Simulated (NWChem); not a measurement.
**One shape, several levels: SnSiH5O (SMILES [SiH3][O][SnH2])**

We compute a comparison of 4 runs (UHF/STO-3G, UHF/3-21G, UB3LYP/def2-SVPD, UM06-2X/def2-SVPD) of SnSiH5O. 

Program for the calculation: NWChem 7.3.0.

## (1) The structure to begin with

SnSiH5O has 8 atoms, charge 0, and is taken as a doublet. As SMILES, `[SiH3][O][SnH2]`. The shape is that of a PBE0-D4/def2-TZVP optimisation. This is one conformer, not always the lowest.

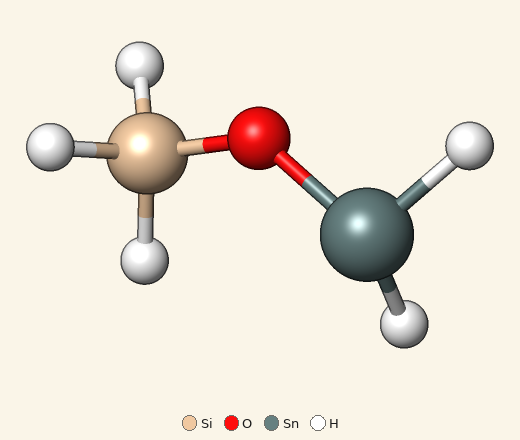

The structure, seen from a chosen angle (silicon light orange, oxygen red, tin teal, hydrogen white).

## (2) Energy and forces at UHF/STO-3G (run 1)

Contents of geom.nw:

```
start geom
memory total 2200 mb
geometry noautosym nocenter noautoz
Si      -0.737900       1.075100      -0.480800
O        0.586900       0.306200       0.078800
Sn       0.956500      -1.332100       1.108000
H       -1.877900       0.127700      -0.658800
H       -0.424600       1.696400      -1.794600
H       -1.173500       2.142300       0.461900
H        2.665400      -1.489100       0.950500
H        0.097400      -2.583700       0.279200
end
basis spherical bse
Si library STO-3G
O library STO-3G
Sn library STO-3G
H library STO-3G
end
scf
doublet
uhf
thresh 1e-08
maxiter 80
print low
end
task scf gradient
```

Command:

```
$ nwchem geom.nw > geom.out
```

Log:

```text
[...]
  functions       =    46
[...]
  wavefunction    = UHF
[...]
         Total SCF energy =  -6325.635374765763
      One electron energy =  -9417.327835531911
      Two electron energy =   2758.956185969304
 Nuclear repulsion energy =    332.736274796844
                       Sz =      0.5000
                 Sz(Sz+1) =      0.7500
                      S^2 =      0.7530
[...]
                         UHF ENERGY GRADIENTS
    atom               coordinates                        gradient
                 x          y          z           x          y          z
   1 Si     -1.394429   2.031644  -0.908580    0.032586  -0.009992   0.008978
   2 O       1.109080   0.578634   0.148910   -0.019405   0.028039  -0.018355
   3 Sn      1.807523  -2.517304   2.093816   -0.000845  -0.010231   0.035715
   4 H      -3.548716   0.241318  -1.244951   -0.023310  -0.022801  -0.002791
   5 H      -0.802378   3.205731  -3.391302    0.007437   0.012632  -0.028041
   6 H      -2.217593   4.048360   0.872864   -0.008452   0.022429   0.020717
   7 H       5.036876  -2.813991   1.796185    0.030159   0.000220  -0.001734
   8 H       0.184059  -4.882485   0.527611   -0.018170  -0.020297  -0.014489
 Task  times  cpu:        6.6s     wall:        6.6s
 Total times  cpu:        6.6s     wall:        6.6s
```

Run time: 7.2 s. Hardware: 1 thread of Intel Xeon 6975P-C (Granite Rapids), shared host; peak memory 0.098 GiB.

## (3) Energy and forces at UHF/3-21G (run 2)

Contents of work.nw:

```
start work
title "H5OSiSn"
memory total 2200 mb
charge 0

geometry units atomic noautosym nocenter noautoz
  Si -1.39442891  2.03164456 -0.90858032
  O   1.10908026  0.57863414  0.14891042
  Sn  1.80752304 -2.51730417  2.09381655
  H  -3.54871669  0.24131803 -1.24495157
  H  -0.80237771  3.20573140 -3.39130250
  H  -2.21759361  4.04836028  0.87286450
  H   5.03687601 -2.81399117  1.79618468
  H   0.18405932 -4.88248539  0.52761153
end

basis spherical bse
  Si library 3-21G
  O library 3-21G
  Sn library 3-21G
  H library 3-21G
end

scf
  doublet
  uhf
  thresh 1e-08
  maxiter 80
end

task scf gradient
```

Command:

```
$ nwchem work.nw > work.out
```

Log:

```text
[...]
  functions       =    63
[...]
  wavefunction    = UHF
[...]
         Total SCF energy =  -6361.034859113342
      One electron energy =  -9441.986784393335
      Two electron energy =   2748.215674648263
 Nuclear repulsion energy =    332.736250631730
                       Sz =      0.5000
                 Sz(Sz+1) =      0.7500
                      S^2 =      0.7526
[...]
                         UHF ENERGY GRADIENTS
    atom               coordinates                        gradient
                 x          y          z           x          y          z
   1 Si     -1.394429   2.031645  -0.908580    0.007166  -0.018607   0.012765
   2 O       1.109080   0.578634   0.148910   -0.008949   0.030057  -0.021383
   3 Sn      1.807523  -2.517304   2.093817   -0.004167  -0.018753   0.008873
   4 H      -3.548717   0.241318  -1.244952    0.001674  -0.000707  -0.000035
   5 H      -0.802378   3.205731  -3.391303    0.004122  -0.001051   0.000218
   6 H      -2.217594   4.048360   0.872865    0.002857   0.000074   0.000721
   7 H       5.036876  -2.813991   1.796185   -0.005046   0.003623  -0.002190
   8 H       0.184059  -4.882485   0.527612    0.002344   0.005364   0.001031
[...]
```

Wall time 8.4 s (1 thread of Intel Xeon 6975P-C (Granite Rapids), shared host); peak memory 0.099 GiB.

Run 3 isn't shown in full; the table further down has it.

## (4) Energy and forces at UM06-2X/def2-SVPD (core potential) (run 4)

Contents of test.xyz:

```xyz
8
H5OSiSn gradient
Si    -0.737900     1.075100    -0.480800
O      0.586900     0.306200     0.078800
Sn     0.956500    -1.332100     1.108000
H     -1.877900     0.127700    -0.658800
H     -0.424600     1.696400    -1.794600
H     -1.173500     2.142300     0.461900
H      2.665400    -1.489100     0.950500
H      0.097400    -2.583700     0.279200
```

Contents of run.py:

```python
from ase.io import read
from ase.calculators.nwchem import NWChem

atoms = read('test.xyz')

calc = NWChem(
    label='test',
    theory='dft',
    memory='2200 mb',
    basis='def2-SVPD',
    basispar='spherical bse',
    dft={'xc': 'm06-2x', 'mult': '2', 'grid': 'fine', 'convergence': 'energy 1e-08', 'iterations': '100', 'mulliken': None},
    **{'ecp bse': {'Sn library': 'def2-SVPD'}},
)
atoms.calc = calc

forces = atoms.get_forces()
print("Total energy (eV):", round(atoms.get_potential_energy(), 6))
print("forces (eV/A):")
for s, f in zip(atoms.symbols, forces):
    print(f"{s:2s} {f[0]:10.5f} {f[1]:10.5f} {f[2]:10.5f}")
```

Command:

```
$ export ASE_NWCHEM_COMMAND="nwchem PREFIX.nwi > PREFIX.nwo"
$ python run.py
```

Log:

```text
Total energy (eV): -15830.197538
forces (eV/A):
Si   -0.65486    0.49005   -0.34761
O     0.47859    0.18003   -0.05235
Sn    0.11385   -0.48573    0.43369
H     0.01743   -0.01558    0.01332
H    -0.02751   -0.00396    0.01584
H     0.00257   -0.01923   -0.00977
H     0.13617   -0.03877    0.00550
H    -0.06623   -0.10686   -0.05862
```

The calculator wrote test.nwi:

```
title "test"

permanent_dir test

scratch_dir test

start test

geometry units angstrom nocenter noautosym noautoz
  Si -7.3790000000000000e-01 1.0750999999999999e+00 -4.8080000000000001e-01
  O  5.8689999999999998e-01 3.0620000000000003e-01 7.8799999999999995e-02
  Sn 9.5650000000000002e-01 -1.3321000000000001e+00 1.1080000000000001e+00
  H  -1.8778999999999999e+00 1.2770000000000001e-01 -6.5880000000000005e-01
  H  -4.2459999999999998e-01 1.6963999999999999e+00 -1.7946000000000000e+00
  H  -1.1735000000000000e+00 2.1423000000000001e+00 4.6189999999999998e-01
  H  2.6654000000000000e+00 -1.4891000000000001e+00 9.5050000000000001e-01
  H  9.7400000000000000e-02 -2.5836999999999999e+00 2.7920000000000000e-01
end

memory 2200 mb

basis spherical bse noprint
   * library def2-SVPD
end

dft
  xc m06-2x
  mult 2
  grid fine
  convergence energy 1e-08
  iterations 100
  mulliken
end
ecp bse
  Sn library def2-SVPD
end

task dft gradient
```

test.nwo:

```text
Northwest Computational Chemistry Package (NWChem) 7.3.0
             --------------------------------------------------------

           Job information
           ---------------

    nwchem branch   = 7.3.0
    use scalapack   = T
    input           = test.nwi
    prefix          = test.
    data base       = test/test.db
    status          = startup
    nproc           =        1

           Memory information
           ------------------

[... 5 lines left out ...]
    hardfail = no
[... 128 lines left out ...]
          Convergence on energy requested:  1.00D-08
[... 28 lines left out ...]
          total energy or number of iterations.
[... 82 lines left out ...]
      One electron energy =    -1247.173713702336
[... 1840 lines left out ...]
          Convergence on energy requested:  1.00D-08
[... 28 lines left out ...]
          total energy or number of iterations.
[... 36 lines left out ...]
                 ----------------------------------------
                 |  Time  |  1-e(secs)   |  2-e(secs)   |
                 ----------------------------------------
                 |  CPU   |       0.05   |       8.16   |
                 ----------------------------------------
                 |  WALL  |       0.05   |       8.16   |
                 ----------------------------------------

 Task  times  cpu:       73.6s     wall:       73.6s
 Total times  cpu:       73.6s     wall:       73.6s
```

Run time: 75 s. Hardware: 1 thread of Intel Xeon 6975P-C (Granite Rapids), shared host; peak memory 0.14 GiB.

## (5) The series

```
run                               level  iteration cap  module   energy (Eh)   ⟨S²⟩  largest force (eV/Å)  wall time
  1                          UHF/STO-3G             80     scf  -6325.635375  0.753                 1.991      7.2 s
  2                           UHF/3-21G             80     scf  -6361.034859  0.753                 1.952      8.4 s
  3   UB3LYP/def2-SVPD (core potential)            100     dft   -581.964423  0.752                 1.121       50 s
  4  UM06-2X/def2-SVPD (core potential)            100     dft   -581.749034  0.753                 0.889       75 s
```

## (6) Outcome

```
                                 quantity          value
                      run 4: total energy  -581.74903 Eh
                     run 4: dipole moment         2.03 D
run 4: HOMO energy (highest over α and β)       -7.50 eV
 run 4: LUMO energy (lowest over α and β)       -3.17 eV
                              run 4: ⟨S²⟩          0.753
          run 4: largest force on an atom     0.889 eV/Å
```

What this shows: Over runs 2, 3, 4 the dipole moment (its size) runs from 1.84 D (UB3LYP/def2-SVPD) to 2.43 D (UHF/3-21G). The two ends differ in method and basis and core potential. Totals of different functionals can't be ranked against each other. Some runs of one species differ in core potentials or relativity; totals across that change don't compare. In run 1 the basis is minimal, so the values are rough. In runs 1, 2 relativity is left out where basis or elements ask for it. All runs together took 2.3 min, the longest 75 s.
